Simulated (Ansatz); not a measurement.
# Mo(100) with 4 thermally displaced layers, 2x2: scattering by thermal displacements, part 3 of 3

How much do lattice vibrations at 300 K scatter the electrons of Mo? Layers with random displacements are laid between perfect leads, and the resistance is followed against their length. The measured value for the pure metal at this temperature is 5.52 µΩ cm (CRC Handbook of Chemistry and Physics, 84th ed., 2003, Electrical Resistivity of Pure Metals).

Ansatz 0.2.0; Ansatz plane-wave DFT, PBE, PAW files; ballistic transport by layer matching (Landauer), zero bias; PAW set soft_1.

So far, open channels per spin nearest the Fermi level: step 2 (with 4 displaced layers) 6.78.

## 4. With 12 displaced layers

System of this step: Mo(100) with 12 thermally displaced layers, 2x2. The cell holds 88 atoms: 88 Mo. Cell: a = 6.294 Å, b = 6.294 Å, c = 34.617 Å, α = 90.0°, β = 90.0°, γ = 90.0°. It derives from Mo. Regions: lead, 40 atoms (40 Mo); scattering region, 48 atoms (48 Mo). The structure is stacked along c, and the current runs across the ab planes.

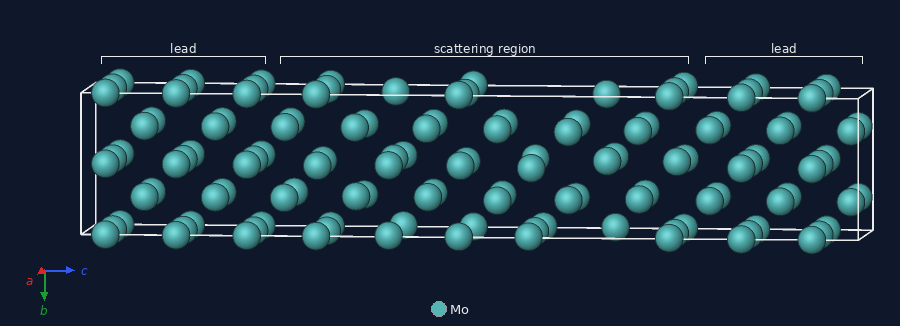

The cell of this step (molybdenum teal). Some periodic images of atoms are drawn too.

The input, input.yaml:

```yaml
crystal:
  lattice:
    - [6.294, 0.0, 0.0]
    - [0.0, 6.294, 0.0]
    - [0.0, 0.0, 34.617]
  atoms:
    - { symbol: Mo, position: [0.0, 0.0, 0.0227272727] }
    - { symbol: Mo, position: [0.0, 0.5, 0.0227272727] }
    - { symbol: Mo, position: [0.5, 0.0, 0.0227272727] }
    - { symbol: Mo, position: [0.5, 0.5, 0.0227272727] }
    - { symbol: Mo, position: [0.25, 0.25, 0.0681818182] }
    - { symbol: Mo, position: [0.25, 0.75, 0.0681818182] }
    - { symbol: Mo, position: [0.75, 0.25, 0.0681818182] }
    - { symbol: Mo, position: [0.75, 0.75, 0.0681818182] }
    - { symbol: Mo, position: [0.0, 0.0, 0.1136363636] }
    - { symbol: Mo, position: [0.0, 0.5, 0.1136363636] }
    - { symbol: Mo, position: [0.5, 0.0, 0.1136363636] }
    - { symbol: Mo, position: [0.5, 0.5, 0.1136363636] }
    - { symbol: Mo, position: [0.25, 0.25, 0.1590909091] }
    - { symbol: Mo, position: [0.25, 0.75, 0.1590909091] }
    - { symbol: Mo, position: [0.75, 0.25, 0.1590909091] }
    - { symbol: Mo, position: [0.75, 0.75, 0.1590909091] }
    - { symbol: Mo, position: [0.0, 0.0, 0.2045454545] }
    - { symbol: Mo, position: [0.0, 0.5, 0.2045454545] }
    - { symbol: Mo, position: [0.5, 0.0, 0.2045454545] }
    - { symbol: Mo, position: [0.5, 0.5, 0.2045454545] }
    - { symbol: Mo, position: [0.2524780548, 0.2472155064, 0.2473176144] }
    - { symbol: Mo, position: [0.2491550261, 0.7437645495, 0.2515236438] }
    - { symbol: Mo, position: [0.7477597139, 0.2506476121, 0.2488015732] }
    - { symbol: Mo, position: [0.7460385281, 0.7499105251, 0.2479047776] }
    - { symbol: Mo, position: [0.0023327521, 0.9991770784, 0.2937820073] }
    - { symbol: Mo, position: [0.9813942144, 0.5039803216, 0.295034783] }
    - { symbol: Mo, position: [0.4958881295, 0.9981678833, 0.298016808] }
    - { symbol: Mo, position: [0.499613638, 0.5006720029, 0.2933569283] }
    - { symbol: Mo, position: [0.2627802591, 0.2571179846, 0.3424140749] }
    - { symbol: Mo, position: [0.2503698509, 0.7571115206, 0.3414323366] }
    - { symbol: Mo, position: [0.7547571963, 0.2488192683, 0.338830072] }
    - { symbol: Mo, position: [0.7579819786, 0.7349883451, 0.340570644] }
    - { symbol: Mo, position: [0.9984132894, 0.9919093627, 0.3872284881] }
    - { symbol: Mo, position: [0.9984458175, 0.4966107218, 0.3870969084] }
    - { symbol: Mo, position: [0.4963026412, 0.0107758775, 0.3868593876] }
    - { symbol: Mo, position: [0.4963200663, 0.4849161531, 0.3845189618] }
    - { symbol: Mo, position: [0.2584317669, 0.2496074075, 0.4314188147] }
    - { symbol: Mo, position: [0.2627485482, 0.7400490494, 0.4309920718] }
    - { symbol: Mo, position: [0.7463336067, 0.2545488768, 0.4308822204] }
    - { symbol: Mo, position: [0.7452410289, 0.7375470535, 0.4328469786] }
    - { symbol: Mo, position: [0.0062541283, 0.9963042106, 0.4775031293] }
    - { symbol: Mo, position: [0.9899714924, 0.4963396155, 0.4792164205] }
    - { symbol: Mo, position: [0.5010530157, 0.0179240841, 0.4761623385] }
    - { symbol: Mo, position: [0.5045019179, 0.4984832417, 0.4780708517] }
    - { symbol: Mo, position: [0.2499440534, 0.245646156, 0.5215034404] }
    - { symbol: Mo, position: [0.2737866902, 0.7493999475, 0.5198826361] }
    - { symbol: Mo, position: [0.7449680767, 0.2552603156, 0.5220219769] }
    - { symbol: Mo, position: [0.760554509, 0.7577767291, 0.5225123887] }
    - { symbol: Mo, position: [0.9963364906, 0.9922046302, 0.5671944679] }
    - { symbol: Mo, position: [0.9885711748, 0.5093438546, 0.5704256095] }
    - { symbol: Mo, position: [0.4902547263, 0.9908323581, 0.5656872123] }
    - { symbol: Mo, position: [0.4925223003, 0.475900657, 0.5665705562] }
    - { symbol: Mo, position: [0.2600616292, 0.24731823, 0.6148418127] }
    - { symbol: Mo, position: [0.2462065179, 0.7636594735, 0.6139173741] }
    - { symbol: Mo, position: [0.7470363792, 0.2698020196, 0.6131786741] }
    - { symbol: Mo, position: [0.740525599, 0.7515664426, 0.6135815842] }
    - { symbol: Mo, position: [0.0082726771, 0.9928498506, 0.6602260169] }
    - { symbol: Mo, position: [0.0066157275, 0.4948199999, 0.6593211758] }
    - { symbol: Mo, position: [0.4935549241, 0.0181990676, 0.6580976725] }
    - { symbol: Mo, position: [0.4964849927, 0.4917310975, 0.6586026816] }
    - { symbol: Mo, position: [0.2499544131, 0.2559566026, 0.7036843217] }
    - { symbol: Mo, position: [0.2485587428, 0.7390107013, 0.7033783476] }
    - { symbol: Mo, position: [0.771379894, 0.2580780928, 0.7034432029] }
    - { symbol: Mo, position: [0.7396243077, 0.7424313084, 0.7045148581] }
    - { symbol: Mo, position: [0.0002694225, 0.9942251589, 0.7481851995] }
    - { symbol: Mo, position: [0.0110349874, 0.5035042313, 0.7494716464] }
    - { symbol: Mo, position: [0.4982880832, 0.9958918376, 0.7458585088] }
    - { symbol: Mo, position: [0.5008973187, 0.4916945848, 0.7485856458] }
    - { symbol: Mo, position: [0.25, 0.25, 0.7954545455] }
    - { symbol: Mo, position: [0.25, 0.75, 0.7954545455] }
    - { symbol: Mo, position: [0.75, 0.25, 0.7954545455] }
    - { symbol: Mo, position: [0.75, 0.75, 0.7954545455] }
    - { symbol: Mo, position: [0.0, 0.0, 0.8409090909] }
    - { symbol: Mo, position: [0.0, 0.5, 0.8409090909] }
    - { symbol: Mo, position: [0.5, 0.0, 0.8409090909] }
    - { symbol: Mo, position: [0.5, 0.5, 0.8409090909] }
    - { symbol: Mo, position: [0.25, 0.25, 0.8863636364] }
    - { symbol: Mo, position: [0.25, 0.75, 0.8863636364] }
    - { symbol: Mo, position: [0.75, 0.25, 0.8863636364] }
    - { symbol: Mo, position: [0.75, 0.75, 0.8863636364] }
    - { symbol: Mo, position: [0.0, 0.0, 0.9318181818] }
    - { symbol: Mo, position: [0.0, 0.5, 0.9318181818] }
    - { symbol: Mo, position: [0.5, 0.0, 0.9318181818] }
    - { symbol: Mo, position: [0.5, 0.5, 0.9318181818] }
    - { symbol: Mo, position: [0.25, 0.25, 0.9772727273] }
    - { symbol: Mo, position: [0.25, 0.75, 0.9772727273] }
    - { symbol: Mo, position: [0.75, 0.25, 0.9772727273] }
    - { symbol: Mo, position: [0.75, 0.75, 0.9772727273] }
kpoints:
  mp_grid: { grid: [4, 4, 1] }
hamiltonian:
  xc: pbe
  pseudopotentials: { kind: paw, azcp: { folder: soft_1 } }
scf:
  occupations: { method: fermi_dirac, width: 0.1 }
output:
  transmission: { leads: [[0, 4]], kmesh: [8, 8], e_range: [-0.05, 0.05], de: 0.05 }
  write_potential: true
  write_density: true
  volumetric_format: npy
```

Launch:

```
> ansatz run input.yaml --threads 8 --pin off --max-ram 15360MiB --backend cpu --events-out ev --progress --plain --runs-dir out
```

Numbers of over 12 decimals in the logs are rounded to 6 here.

Output:

```text
[...]
Crystal: 88 atoms, lattice volume = 1371.333 Å³
Basis set: ecut = 420 eV, 26839 PW (Γ)
Bands: 740, of which v1, the nominal top of the filled ones, is band 616 counted from 1 (615 counted from 0)
Symmetry: 1 space group operations
[...]
k-points: 10 of 16 (time reversal used)
[...]
SCF iter   1: F=—  HF=-436184.485558 eV  |F-HF|=—  |Δ(HF+E_count)|=         —  Δρ=1.06e-1  dr2=1.57e2  ethr=3.10e-3  ⟨swp⟩=4.5  Hψ=25550  notcnv=0
[...]
SCF iter   8: F=-436130.551443 eV  HF=-436130.551443 eV  |F-HF|=4.21e-8  |Δ(HF+E_count)|=   3.71e-8  Δρ=1.10e-6  dr2=5.06e-8  ethr=8.12e-12  ⟨swp⟩=8.0  Hψ=18277  notcnv=0
SCF 1 converged in 8 iterations: F = -436130.551443 eV  dr2 = 5.06e-8
[...]
transmission: 230 of 2278 steps passed
transmission: 456 of 2278 steps passed
[...]
transmission: 2278 of 2278 steps passed
SCF converged after 8 iterations
Free energy (F): -436130.551443 eV
[...]
Internal energy: -436128.386396 eV  (E = F + TS)
E sigma→0 (E₀):  -436129.468920 eV
Entropy (-TS):   -2.165046 eV (-24.603 meV/atom)
Fermi energy:    21.125856 eV
[...]
--- Band table (eV; the first three rows and the last of 10) ---
  k-point 0: bands = [... 612 lower, 21.1041, 21.1139, 21.1342, 21.1537, 21.1750, 21.1793, 21.3166, 21.3181, ... 120 higher]
  k-point 1: bands = [... 612 lower, 21.0758, 21.0863, 21.1034, 21.1080, 21.1174, 21.1373, 21.1486, 21.1620, ... 120 higher]
  k-point 2: bands = [... 612 lower, 21.0210, 21.0616, 21.0764, 21.1054, 21.1681, 21.2067, 21.2465, 21.2830, ... 120 higher]
  k-point 9: bands = [... 612 lower, 20.2915, 20.3785, 20.3856, 20.5061, 21.3590, 21.4147, 21.4475, 21.4769, ... 120 higher]
--- Transmission ---
  basis      : 349 plane waves across, 67 finite elements along
  points     : 34, standing for a mesh of 8 x 8
[...]
channels       : 6.593750e0 a spin
[...]
slowest decay  : 0.0451 /Å at (0.3750, 0.5000)
  junction   : crystal 0 to crystal 0, 0.70 to 33.74 Å
    transmission   : 4.856982e0 a spin
[...]
```

The job ended after 8.7 min (8 threads of Intel Xeon Platinum 8488C (Sapphire Rapids), shared host; peak memory 8.3 GiB).

This step gave:

```
free energy                                   : -436130.5514 eV
energy at zero smearing                       : -436129.4689 eV
Fermi energy                                  : 21.13 eV
transmission per spin nearest the Fermi level : 4.857
step of the lead's potential                  : 3.7 meV
```

Per spin. Transmission, zone mean against energy, zero at the Fermi level:

```csv
energy (eV),"transmission, zone mean"
-0.0500,4.82
0.0000,4.86
0.0500,4.95
```

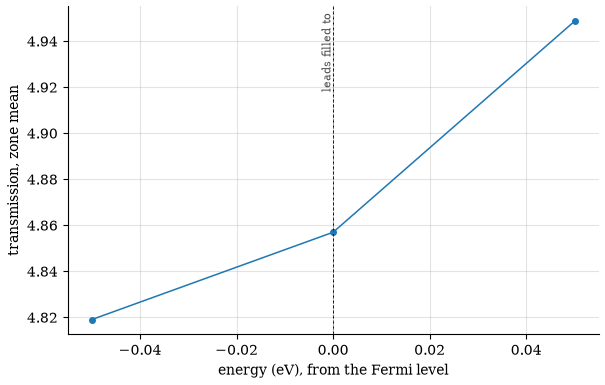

Transmission, zone mean against energy.

Over the solved energies the transmission per spin lies between 4.82 and 4.95, out of 6.64 channels of the lead on average (up to 6.78).

## 5. The fit

This step: Ansatz plane-wave DFT, PBE, PAW files; ballistic transport by layer matching (Landauer), zero bias; resistivity from the slope of the area resistance; PAW set soft_1 (Ansatz 0.2.0).

Numbers from this step:

```yaml
resistivity: 16.93 µΩ cm
intercept: -0.05471 fΩ m²
scatter_about_the_fit: 0.01888 fΩ m²
```

Resistance, by row:

```csv
run,length (Å),T,channels N,RA (fΩ m²)
n4,6.294,6.206,6.74,0.06519
n8,12.59,5.637,6.594,0.1317
n12,18.88,4.875,6.635,0.2783
```

Table of area resistance by length of the displaced region:

```csv
length of the displaced region (Å),area resistance (fΩ m²)
6.29,0.0652
12.59,0.132
18.88,0.278
```

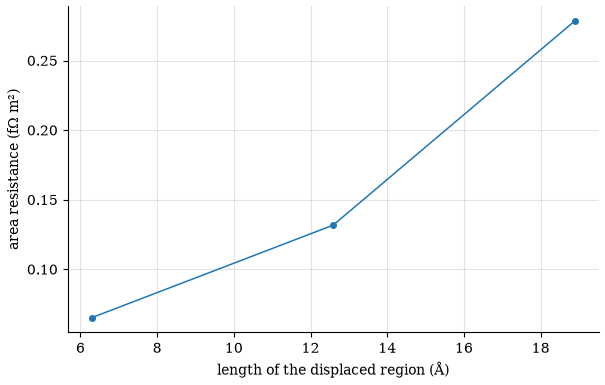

Area resistance against length of the displaced region.

The area resistance goes from 0.065 to 0.28 fΩ m² between 6.3 and 18.9 Å, a slope of 17 µΩ cm.

By hand from the end points: (0.2783 − 0.06519) fΩ m² / (18.88 − 6.29) Å = 17 µΩ cm, since 1 fΩ m² per Å is 1000 µΩ cm.

## 6. What came out

```yaml
resistivity_from_the_slope: 16.9 µΩ cm
area_resistance_over_6p29_a: 0.0652 fΩ m²
area_resistance_over_12p6_a: 0.132 fΩ m²
area_resistance_over_18p9_a: 0.278 fΩ m²
```

The slope gives 17 µΩ cm. The points scatter by 0.019 fΩ m² about the line, with one random draw a length in a 2x2 cell, so the slope is a rough value. The mean square of the displacements drawn is 0.78, 0.99 and 1.2 of the nominal one at the three lengths; with each resistance scaled back by that, the slope is 12 µΩ cm, the value used below. The lead's own channel count moves between the runs (6.74, 6.59 and 6.64), which shifts RA and the slope too. Read with a model of isotropic scattering on a spherical Fermi surface and the lead's 1.3×10¹⁵ S/m², this slope means a mean free path near 52 Å; over these lengths the model's slope is 1.11 times its bulk resistivity, which would be 11 µΩ cm. Uncorrelated displacements put too much weight on short waves, which scatter strongly; with the sideways repeat of a small cell, one draw and three short lengths, the method is good to a factor of two or three. The measured value is 5.52 µΩ cm (CRC Handbook of Chemistry and Physics, 84th ed., 2003, Electrical Resistivity of Pure Metals); the scaled slope is 2.2 times that and the corrected value 2.0: clearly high.

[Logs are printed without paths, hosts, clocks, repeated set-up lines and the standing remarks that a program may print on its own settings, such as how far it seeks lower states.]

[Hosts, paths, dates, database ids (printed as entryN), source tags and the programs' standing remarks are cut or masked in the printed files.]
